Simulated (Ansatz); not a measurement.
**Sn wire along [111], 38 atoms a period, H-terminated: bands by functional and under strain**

Wanted: the relaxed geometry and the bands of the Sn wire along [111], 38 atoms a period, H-terminated.

Program: Ansatz 0.2.0. Level of theory: DFT PBE, plane waves, PAW; relaxation of a wire's period; PAW set soft_1, in the first sound run; inputs show where later runs differ. Results are calculated unless marked as measured.

## Step 1: The starting structure

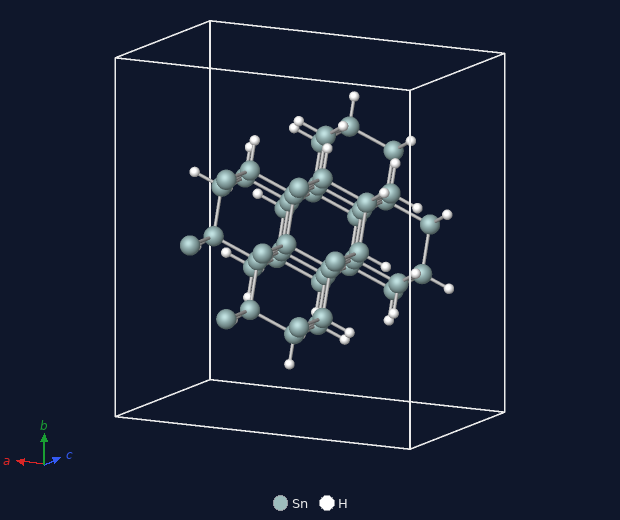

Start, viewed at a slant to the c axis; tin teal, hydrogen white. Some periodic images of atoms are drawn too.

The cell holds 68 atoms: 38 Sn and 30 H. Cell: a = 19.062 Å, b = 20.959 Å, c = 11.518 Å, α = 90.0°, β = 90.0°, γ = 90.0°. Vacuum lies along a and b. The structure's axis is c.

## Step 2: Relaxation of atoms and period

Band widths follow the bond lengths, so the wire is relaxed first. The atoms and the third cell vector are free; the box across stays fixed as vacuum. A Fermi-Dirac smearing is set since the result may be a metal. The pressure printed is a third of the stress's trace over the whole box, vacuum included; only the stress along the axis is relaxed.

The input, input.yaml:

```yaml
crystal:
  lattice:
    - [19.062, 0.0, 0.0]
    - [0.0, 20.959, 0.0]
    - [0.0, 0.0, 11.5181378703]
  atoms:
    - { symbol: Sn, position: [0.253324363, 0.500005634, 0.0] }
    - { symbol: Sn, position: [0.376665568, 0.694302914, 0.0] }
    - { symbol: Sn, position: [0.500006773, 0.500005634, 0.0] }
    - { symbol: Sn, position: [0.623347978, 0.694302914, 0.0] }
    - { symbol: Sn, position: [0.253324363, 0.500005634, 0.25] }
    - { symbol: Sn, position: [0.376665568, 0.305708354, 0.25] }
    - { symbol: Sn, position: [0.376665568, 0.694302914, 0.25] }
    - { symbol: Sn, position: [0.500006773, 0.500005634, 0.25] }
    - { symbol: Sn, position: [0.623347978, 0.305708354, 0.25] }
    - { symbol: Sn, position: [0.623347978, 0.694302914, 0.25] }
    - { symbol: Sn, position: [0.746689183, 0.500005634, 0.25] }
    - { symbol: H, position: [0.178365334, 0.668897711, 0.282688573] }
    - { symbol: H, position: [0.500006773, 0.16222148, 0.282688573] }
    - { symbol: H, position: [0.821648212, 0.668897711, 0.282688573] }
    - { symbol: H, position: [0.178365334, 0.460645077, 0.30064476] }
    - { symbol: H, position: [0.301706539, 0.266347797, 0.30064476] }
    - { symbol: H, position: [0.376665568, 0.773024028, 0.30064476] }
    - { symbol: H, position: [0.623347978, 0.773024028, 0.30064476] }
    - { symbol: H, position: [0.698307007, 0.266347797, 0.30064476] }
    - { symbol: H, position: [0.821648212, 0.460645077, 0.30064476] }
    - { symbol: Sn, position: [0.253324363, 0.629537154, 0.333333333] }
    - { symbol: Sn, position: [0.376665568, 0.435239874, 0.333333333] }
    - { symbol: Sn, position: [0.500006773, 0.629537154, 0.333333333] }
    - { symbol: Sn, position: [0.500006773, 0.240942594, 0.333333333] }
    - { symbol: Sn, position: [0.623347978, 0.435239874, 0.333333333] }
    - { symbol: Sn, position: [0.746689183, 0.629537154, 0.333333333] }
    - { symbol: Sn, position: [0.253324363, 0.629537154, 0.583333333] }
    - { symbol: Sn, position: [0.376665568, 0.435239874, 0.583333333] }
    - { symbol: Sn, position: [0.500006773, 0.629537154, 0.583333333] }
    - { symbol: Sn, position: [0.500006773, 0.240942594, 0.583333333] }
    - { symbol: Sn, position: [0.623347978, 0.435239874, 0.583333333] }
    - { symbol: Sn, position: [0.746689183, 0.629537154, 0.583333333] }
    - { symbol: H, position: [0.178365334, 0.409834671, 0.616021906] }
    - { symbol: H, position: [0.253324363, 0.291753, 0.616021906] }
    - { symbol: H, position: [0.425047744, 0.798429231, 0.616021906] }
    - { symbol: H, position: [0.574965803, 0.798429231, 0.616021906] }
    - { symbol: H, position: [0.746689183, 0.291753, 0.616021906] }
    - { symbol: H, position: [0.821648212, 0.409834671, 0.616021906] }
    - { symbol: H, position: [0.178365334, 0.590176597, 0.633978094] }
    - { symbol: H, position: [0.253324363, 0.708258268, 0.633978094] }
    - { symbol: H, position: [0.425047744, 0.201582037, 0.633978094] }
    - { symbol: H, position: [0.574965803, 0.201582037, 0.633978094] }
    - { symbol: H, position: [0.746689183, 0.708258268, 0.633978094] }
    - { symbol: H, position: [0.821648212, 0.590176597, 0.633978094] }
    - { symbol: Sn, position: [0.253324363, 0.370474114, 0.666666667] }
    - { symbol: Sn, position: [0.376665568, 0.564771394, 0.666666667] }
    - { symbol: Sn, position: [0.500006773, 0.370474114, 0.666666667] }
    - { symbol: Sn, position: [0.500006773, 0.759068675, 0.666666667] }
    - { symbol: Sn, position: [0.623347978, 0.564771394, 0.666666667] }
    - { symbol: Sn, position: [0.746689183, 0.370474114, 0.666666667] }
    - { symbol: Sn, position: [0.253324363, 0.370474114, 0.916666667] }
    - { symbol: Sn, position: [0.376665568, 0.564771394, 0.916666667] }
    - { symbol: Sn, position: [0.500006773, 0.370474114, 0.916666667] }
    - { symbol: Sn, position: [0.500006773, 0.759068675, 0.916666667] }
    - { symbol: Sn, position: [0.623347978, 0.564771394, 0.916666667] }
    - { symbol: Sn, position: [0.746689183, 0.370474114, 0.916666667] }
    - { symbol: H, position: [0.178365334, 0.539366191, 0.94935524] }
    - { symbol: H, position: [0.301706539, 0.733663471, 0.94935524] }
    - { symbol: H, position: [0.376665568, 0.22698724, 0.94935524] }
    - { symbol: H, position: [0.623347978, 0.22698724, 0.94935524] }
    - { symbol: H, position: [0.698307007, 0.733663471, 0.94935524] }
    - { symbol: H, position: [0.821648212, 0.539366191, 0.94935524] }
    - { symbol: H, position: [0.178365334, 0.331113557, 0.967311427] }
    - { symbol: H, position: [0.500006773, 0.837789788, 0.967311427] }
    - { symbol: H, position: [0.821648212, 0.331113557, 0.967311427] }
    - { symbol: Sn, position: [0.376665568, 0.305708354, 0.0] }
    - { symbol: Sn, position: [0.623347978, 0.305708354, 0.0] }
    - { symbol: Sn, position: [0.746689183, 0.500005634, 0.0] }
kpoints:
  mp_grid: { grid: [1, 1, 7] }
scf:
  occupations: { method: fermi_dirac, width: 0.05 }
hamiltonian:
  xc: pbe
  pseudopotentials: { kind: paw, azcp: { folder: soft_1 } }
relax:
  cell: { fix: [a, b, alpha, beta, gamma] }
  max_steps: 45
  f_tol: 0.03
```

Command:

```bash
$ ansatz run input.yaml --threads 16 --pin off --max-ram 61440MiB --backend cuda --events-out ev --progress --plain --runs-dir out --max-vram 78GiB
```

Numbers of over 12 decimals in the logs are rounded to 6 here.

Log:

```text
Engine: ansatz 0.2.0, aarch64-unknown-linux-gnu
Pseudopotentials: kind: paw
Pseudopotential: Sn, paw, valence charge 14, recommended cutoff 420 eV (normal), soft_1/Sn.paw.azcp
Pseudopotential: H, paw, valence charge 1, recommended cutoff 420 eV (normal), soft_1/H.paw.azcp
Functional definition: PBE
  parameter kappa = 0.804
  parameter beta = 0.066725
  exchange = pbe_x(kappa = kappa, mu = beta*pi^2/3)
  correlation = pbe_c(beta = beta)
[...]
Crystal: 68 atoms, lattice volume = 4601.732 Å³
Basis set: ecut = 420 eV, 89847 PW (Γ), exchange–correlation on 256×288×160 points (8 copies of the dense FFT grid, shifted against one another)
Bands: 349, of which v1, the nominal top of the filled ones, is band 281 counted from 1 (280 counted from 0)
Symmetry: 4 space group operations
Space group: P2/m (ITA 10), of the structure as read, at distance tolerance 1.7e-4 Å
k-points: 4 of 7
Non-local potential: Sn, projectors of the file, l = 0: 2, l = 1: 2, l = 2: 2, l = 3: 1
Non-local potential: H, projectors of the file, l = 0: 2, l = 1: 1
PAW form: soft (Blöchl's): semilocal exchange-correlation on the pseudo side does not see the compensation charge
PAW one-centre angular grid: Sn, 590 points (default); XC on 64 Gauss nodes
PAW one-centre angular grid: H, 110 points (default); XC on 64 Gauss nodes
Initial density: superposition of atomic densities (neutral atoms: chi_scale 0, normalization atom)
Initial wavefunctions: pseudopotential atomic-orbital guess
[...]
Functional: x = pbe(κ = 0.804, μ = 0.219515), c = pbe(β = 0.066725)
SCF iter   1: F=—  HF=-229394.375334 eV  |F-HF|=—  |Δ(HF+E_count)|=         —  Δρ=2.53e-2  dr2=3.12e1  ethr=3.10e-3  ⟨swp⟩=6.8  Hψ=6172  notcnv=0  defer=78
preconditioner: auto → Resta (q_TF=auto, 1.922 Å⁻¹)  ε∞=1.9  [insulator: Δε(μ)=0.805 eV  Ē_g=7.691 eV  σ=0.050 eV  W_gap=1.00  n_scr=564 (ndim 8)  ℏωp=7.4 eV  f_vac=0.574  D(μ)=0.00/eV (n_scr^D=0)  ε∞_Penn≈1.9  vacuum switching on, ρ_ref=4.3e-3 e/Å³]
SCF iter   2: F=—  HF=-229387.205158 eV  |F-HF|=—  |Δ(HF+E_count)|=    7.17e0  Δρ=9.65e-3  dr2=6.84e0  ethr=3.10e-3  ⟨swp⟩=3.0  Hψ=1986  notcnv=0  defer=219
[...]
SCF iter  11: F=-229385.793873 eV  HF=-229385.793873 eV  |F-HF|=4.89e-9  |Δ(HF+E_count)|=   1.03e-6  Δρ=7.48e-7  dr2=7.30e-8  ethr=1.78e-11  ⟨swp⟩=5.0  Hψ=4383  notcnv=0
SCF 1 converged in 11 iterations: F = -229385.793873 eV  dr2 = 7.30e-8
  greatest PAW one-centre occupation: 0.991 electrons in one spin orbital (limit 2), on the Sn atom at site 44 (counted from 0), in its partial waves of l = 2
relax step   1: F+E_penalty+E_count = -229385.79387309 eV  Δ(F+E_penalty+E_count) = +0.000e0 eV  max|allowed force component| = 1.989e-1 eV/Å  Δτ_max = 0.0000 Å  P = -0.363 GPa  Ω = 4601.732 Å³  fix = [a, b, alpha, beta, gamma]  reactions: a -0.409, b -0.410 GPa; alpha -0.000 GPa/rad  (11 SCF iters, dr2 threshold 1.00e-7 eV, accepted)
[...]
Crystal: 68 atoms, lattice volume = 4566.738 Å³
Basis set: ecut = 420 eV, 89159 PW (Γ), exchange–correlation on 256×288×160 points (8 copies of the dense FFT grid, shifted against one another)
[...]
iter 1 solved again at ethr=2.85e-4 eV; its pass at ethr=3.10e-3 eV (dr2=1.60e0 eV) is discarded
SCF iter   1: F=—  HF=-229385.091561 eV  |F-HF|=—  |Δ(HF+E_count)|=         —  Δρ=6.76e-3  dr2=1.60e0  ethr=2.85e-4  ⟨swp⟩=7.5  Hψ=7255  notcnv=0  defer=2
preconditioner: auto → Resta (q_TF=auto, 1.924 Å⁻¹)  ε∞=1.5  [insulator: Δε(μ)=1.335 eV  Ē_g=19.032 eV  σ=0.050 eV  W_gap=1.00  n_scr=564 (ndim 8)  ℏωp=13.0 eV  f_vac=0.629  D(μ)=0.00/eV (n_scr^D=0)  ε∞_Penn≈1.5  vacuum switching on, ρ_ref=2.6e-2 e/Å³]
SCF iter   2: F=—  HF=-229384.903357 eV  |F-HF|=—  |Δ(HF+E_count)|=   1.88e-1  Δρ=3.16e-3  dr2=4.81e-1  ethr=2.84e-4  ⟨swp⟩=6.8  Hψ=2308  notcnv=0  defer=52
[...]
SCF iter   8: F=-229384.852574 eV  HF=-229384.852574 eV  |F-HF|=4.22e-7  |Δ(HF+E_count)|=   8.28e-6  Δρ=6.52e-6  dr2=1.78e-6  ethr=4.40e-10  ⟨swp⟩=4.0  Hψ=5419  notcnv=0
SCF 2 converged in 8 iterations: F = -229384.852574 eV  dr2 = 1.78e-6
  greatest PAW one-centre occupation: 0.990 electrons in one spin orbital (limit 2), on the Sn atom at site 51 (counted from 0), in its partial waves of l = 2
relax step   2: F+E_penalty+E_count = -229384.85257402 eV  Δ(F+E_penalty+E_count) = +9.413e-1 eV  max|allowed force component| = 1.064e0 eV/Å  Δτ_max = 0.1945 Å  P = +0.504 GPa  Ω = 4566.738 Å³  energy of the carried Pulay correction = +2.597e-3 eV  fix = [a, b, alpha, beta, gamma]  (8 SCF iters, dr2 threshold 2.47e-6 eV, rejected (line search))
[...]
relax step   3: F+E_penalty+E_count = -229386.00945931 eV  Δ(F+E_penalty+E_count) = -2.156e-1 eV  max|allowed force component| = 7.128e-2 eV/Å  Δτ_max = 0.0666 Å  P = -0.073 GPa  Ω = 4598.734 Å³  energy of the carried Pulay correction = +2.217e-4 eV  fix = [a, b, alpha, beta, gamma]  reactions: a -0.083, b -0.085 GPa; alpha +0.000 GPa/rad  (13 SCF iters, accepted)
[...]
relax step   4: F+E_penalty+E_count = -229386.01698015 eV  Δ(F+E_penalty+E_count) = -7.521e-3 eV  max|allowed force component| = 2.310e-2 eV/Å  Δτ_max = 0.0345 Å  P = -0.032 GPa  Ω = 4606.889 Å³  energy of the carried Pulay correction = -3.811e-4 eV  fix = [a, b, alpha, beta, gamma]  reactions: a -0.037, b -0.038 GPa; alpha +0.000 GPa/rad  (7 SCF iters, dr2 threshold 3.18e-7 eV, accepted)
[...]
relax step   5: F+E_penalty+E_count = -229386.01732418 eV  Δ(F+E_penalty+E_count) = -3.440e-4 eV  max|allowed force component| = 2.310e-2 eV/Å  Δτ_max = 0.0000 Å  P = -0.032 GPa  Ω = 4606.889 Å³  fix = [a, b, alpha, beta, gamma]  reactions: a -0.037, b -0.038 GPa; alpha +0.000 GPa/rad  stress off target by 2.19e-2 GPa on what of the cell is left free  SCF on the basis re-selected at this cell (its energy is not comparable with the rows above)  (6 SCF iters)
[...]
- { symbol: Sn, position: [0.743319, 0.501213, 0.248341] }
    - { symbol: H, position: [0.181323, 0.667325, 0.283715] }
    - { symbol: H, position: [0.500000, 0.165321, 0.283709] }
    - { symbol: H, position: [0.818677, 0.667325, 0.283715] }
    - { symbol: H, position: [0.181822, 0.462049, 0.297622] }
    - { symbol: H, position: [0.304763, 0.268366, 0.297643] }
    - { symbol: H, position: [0.377061, 0.769593, 0.297648] }
    - { symbol: H, position: [0.622939, 0.769593, 0.297648] }
    - { symbol: H, position: [0.695237, 0.268366, 0.297643] }
    - { symbol: H, position: [0.818178, 0.462049, 0.297622] }
    - { symbol: Sn, position: [0.255947, 0.628156, 0.334407] }
    - { symbol: Sn, position: [0.377368, 0.435600, 0.333633] }
    - { symbol: Sn, position: [0.500000, 0.628790, 0.333627] }
    - { symbol: Sn, position: [0.500000, 0.243678, 0.334412] }
    - { symbol: Sn, position: [0.622632, 0.435600, 0.333633] }
    - { symbol: Sn, position: [0.744053, 0.628156, 0.334407] }
    - { symbol: Sn, position: [0.256159, 0.628045, 0.580585] }
    - { symbol: Sn, position: [0.377580, 0.435717, 0.582967] }
    - { symbol: Sn, position: [0.500000, 0.628566, 0.582964] }
    - { symbol: Sn, position: [0.500000, 0.243913, 0.580594] }
    - { symbol: Sn, position: [0.622420, 0.435717, 0.582967] }
    - { symbol: Sn, position: [0.743841, 0.628045, 0.580585] }
    - { symbol: H, position: [0.180815, 0.409067, 0.618977] }
    - { symbol: H, position: [0.253834, 0.294057, 0.618962] }
    - { symbol: H, position: [0.426990, 0.796867, 0.618938] }
    - { symbol: H, position: [0.573010, 0.796867, 0.618938] }
    - { symbol: H, position: [0.746166, 0.294057, 0.618962] }
    - { symbol: H, position: [0.819185, 0.409067, 0.618977] }
    - { symbol: H, position: [0.180815, 0.590933, 0.631023] }
    - { symbol: H, position: [0.253834, 0.705943, 0.631038] }
    - { symbol: H, position: [0.426990, 0.203133, 0.631062] }
    - { symbol: H, position: [0.573010, 0.203133, 0.631062] }
    - { symbol: H, position: [0.746166, 0.705943, 0.631038] }
    - { symbol: H, position: [0.819185, 0.590933, 0.631023] }
    - { symbol: Sn, position: [0.256159, 0.371955, 0.669415] }
    - { symbol: Sn, position: [0.377580, 0.564283, 0.667033] }
    - { symbol: Sn, position: [0.500000, 0.371434, 0.667036] }
    - { symbol: Sn, position: [0.500000, 0.756087, 0.669406] }
    - { symbol: Sn, position: [0.622420, 0.564283, 0.667033] }
    - { symbol: Sn, position: [0.743841, 0.371955, 0.669415] }
    - { symbol: Sn, position: [0.255947, 0.371844, 0.915593] }
    - { symbol: Sn, position: [0.377368, 0.564400, 0.916367] }
    - { symbol: Sn, position: [0.500000, 0.371210, 0.916373] }
    - { symbol: Sn, position: [0.500000, 0.756322, 0.915588] }
    - { symbol: Sn, position: [0.622632, 0.564400, 0.916367] }
    - { symbol: Sn, position: [0.744053, 0.371844, 0.915593] }
    - { symbol: H, position: [0.181822, 0.537951, 0.952378] }
    - { symbol: H, position: [0.304763, 0.731634, 0.952357] }
    - { symbol: H, position: [0.377061, 0.230407, 0.952352] }
    - { symbol: H, position: [0.622939, 0.230407, 0.952352] }
    - { symbol: H, position: [0.695237, 0.731634, 0.952357] }
    - { symbol: H, position: [0.818178, 0.537951, 0.952378] }
    - { symbol: H, position: [0.181323, 0.332675, 0.966285] }
    - { symbol: H, position: [0.500000, 0.834679, 0.966291] }
    - { symbol: H, position: [0.818677, 0.332675, 0.966285] }
    - { symbol: Sn, position: [0.377184, 0.308946, 0.00166397] }
    - { symbol: Sn, position: [0.622816, 0.308946, 0.00166397] }
    - { symbol: Sn, position: [0.743319, 0.498787, 0.00165941] }
```

Run time: 13 s. Hardware: 1 × NVIDIA GB200 with 16 threads of Arm Neoverse V2, shared host; peak memory 2.1 GiB.

Relaxation path:

```
step  energy less that of the first step (eV)  largest force component (eV/Å)  pressure (GPa)  volume (Å³)
   1                                   0.0000                          0.1989           -0.36      4601.73
   2                                   0.9413                          1.0637            0.50      4566.74
   3                                  -0.2156                          0.0713           -0.07      4598.73
   4                                  -0.2231                          0.0231           -0.03      4606.89
   5                                  -0.2235                          0.0231           -0.03      4606.89
```

Relaxation step 2 was tried and not accepted.

Forces are held to the 4 operations that the run works with; a distortion that breaks them can't arise in this run.

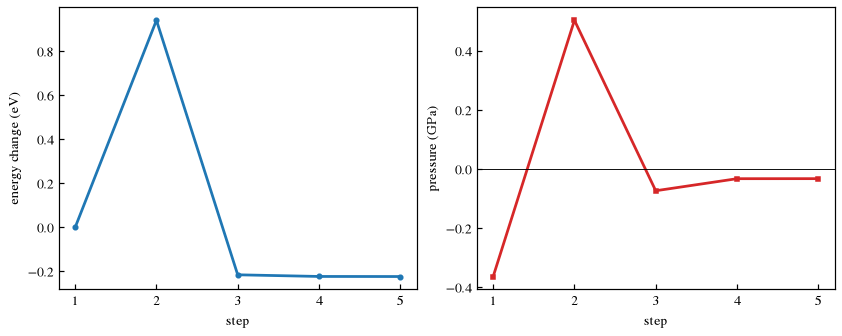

Energy and pressure along the relaxation.

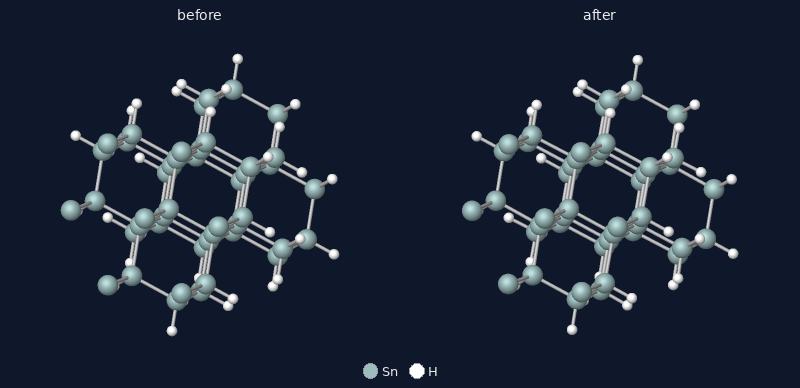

Before and after, at one scale.

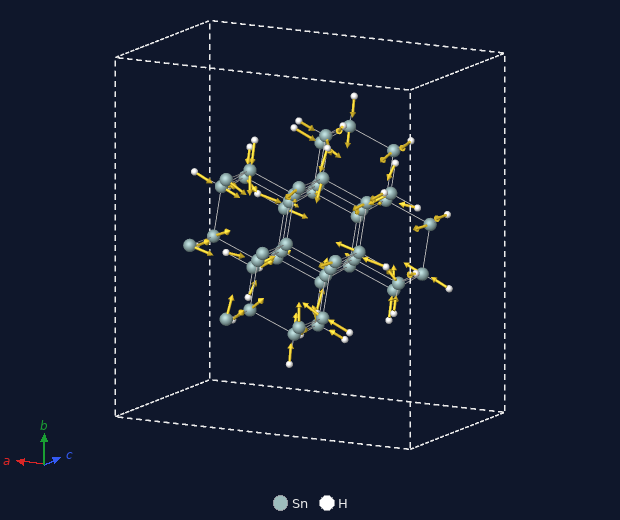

Displacements in the relaxation, exaggerated, measured against the changing cell; the longest in the cell stands for 0.08 Å. Some periodic images of atoms are drawn too.

```
cell as run  before   after  change
      c (Å)  11.518  11.531  +0.1 %
```

The atoms that moved most (Å, along periodic axes as changes of fractional coordinates times the final cell, across vacuum about the mean position):

```
atom      dx      dy      dz  length
 H15   0.066   0.030  -0.035   0.080
 H57   0.066  -0.030   0.035   0.080
 H20  -0.066   0.030  -0.035   0.080
 H62  -0.066  -0.030   0.035   0.080
 H59   0.008   0.072   0.035   0.080
 H60  -0.008   0.072   0.035   0.080
 H17   0.008  -0.072  -0.035   0.080
 H18  -0.008  -0.072  -0.035   0.080
```

This step gave:

* cell length along the wire: 11.53 Å

The cell's length comes to 11.531 Å with spin left out.

[end of part 1 of 3]

[Logs are printed without paths, hosts, clocks, repeated set-up lines and the standing remarks that a program may print on its own settings, such as how far it seeks lower states.]

[Hosts, paths, dates, database ids (printed as entryN), source tags and the programs' standing remarks are cut or masked in the printed files.]
